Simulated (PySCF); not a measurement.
```json
{"atom": "B", "x (Å)": "0.0000", "y (Å)": "0.0000", "z (Å)": "-1.4496"}
{"atom": "Cl", "x (Å)": "0.0000", "y (Å)": "0.0000", "z (Å)": "0.4564"}
```

Computed with PBE0/aug-pcseg-1, non-relativistic, at a bond length of 1.906 Å (PySCF 2.14.0).

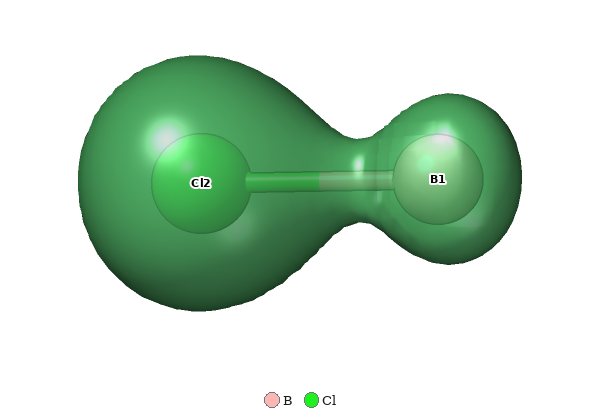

BCl (charge −1, doublet). Isosurface of the total electron density at 0.6 e/Å³ (green), seen from one side.

**What does this surface tell about the bonding?**

At this value the surface is in one piece. It bridges the sampled B–Cl (1.91 Å) contact, where the density stays above the isovalue. On the grid the lowest density along these lines, outside the cores, is 0.71 e/Å³ (B–Cl, 1.91 Å).
